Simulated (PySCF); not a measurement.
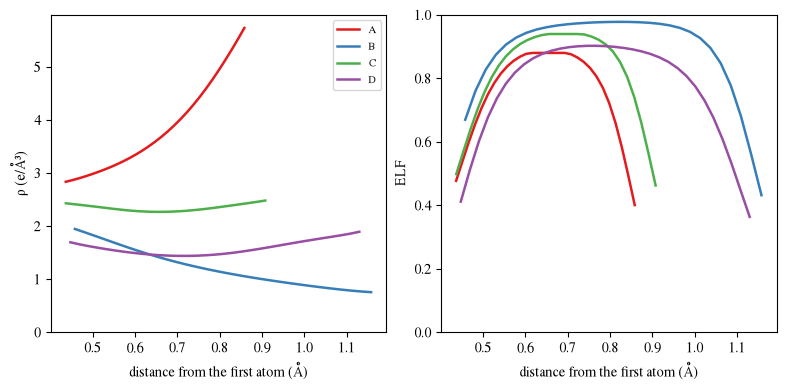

Figure. C$_{4}$H$_{3}$ClO$_{2}$Si (SMILES O=C1C=C(Cl)C(=O)[SiH2]1). Electron density and electron localisation function along straight lines between neighbouring atoms. The curves leave out the atomic cores.

Geometry: GFN2-xTB.

Level of theory: wB97X-D/def2-SVPD, SCF density, gas phase (PySCF).

```tsv
atom	x (Å)	y (Å)	z (Å)
O	-0.7297	2.4698	-0.3856
C	-0.3854	1.3188	-0.2381
C	1.0139	0.9185	-0.0007
C	1.2449	-0.3809	0.2589
Cl	2.7904	-1.0388	0.5563
C	0.0684	-1.3000	0.2835
O	0.1390	-2.4607	0.5995
Si	-1.4796	-0.2709	-0.2426
H	1.7927	1.6657	-0.0377
H	-2.5319	-0.2800	0.7644
H	-1.9173	-0.6387	-1.5840
```

Which curve belongs to which contact (C–C, C–Cl, C–O and C–Si)? The first atom named is at distance zero.

Answer. Curve A: C–O (1.21 Å): ρ at the midpoint is about 3.3 e/Å³; the ELF peaks at about 0.90 between the atoms: a short, multiple covalent bond. Curve B: C–Si (1.93 Å): the density is about 0.92 e/Å³ at the midpoint; the ELF peaks at about 1 between the atoms, as expected for a shared electron pair. Curve C: C–C (1.35 Å): ρ at the midpoint is about 2.3 e/Å³; the ELF peaks at about 0.95 between the atoms; a short, multiple covalent bond. Curve D: C–Cl (1.71 Å): ρ at the midpoint is about 1.5 e/Å³; the ELF peaks at about 0.90 between the atoms (a covalent bond).
